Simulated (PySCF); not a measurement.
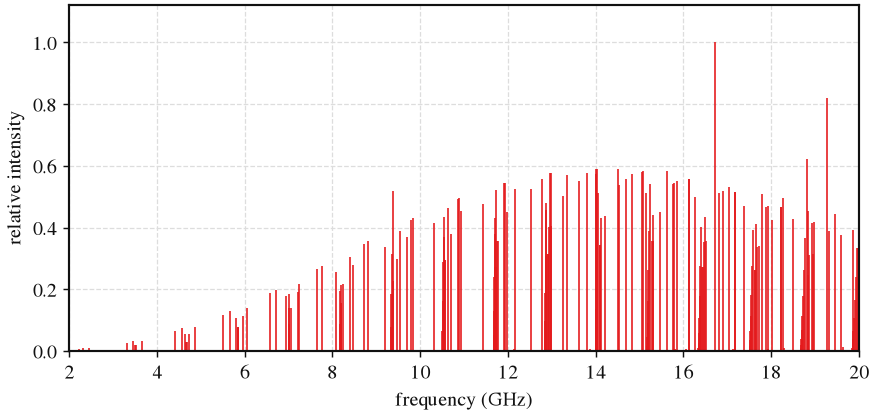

Simulated rotational absorption lines between 2 and 20 GHz at 3 K: rigid rotor with the equilibrium constants and dipole of one optimised conformer (PBE0-D3(BJ)/def2-SVP, PySCF 2.14.0), commonest isotopes; no centrifugal distortion, hyperfine structure, internal rotation or nuclear-spin weights; lines within 1 MHz of each other are summed.

**Which molecule gives this spectrum?**
A. C₇H₁₂BF, SMILES C=CC[C@@H]1CBC[C@@H]1F
B. C₄H₁₂O₂Si₂, SMILES [SiH3]C[SiH]1OCCCO1
C. C₅H₁₅BGaNO₂, SMILES C[N+]1(C)[GaH2-][CH2]C[C@H]1B(O)O, singlet

Option C. Rotational constants A, B, C = 1.673, 0.6389, 0.5253 GHz, |μa|, |μb|, |μc| = 4.55, 0.13, 0.18 D.

Note: coarse grid, loose stop and no frequency check, small forces are noise and the end may be a saddle.
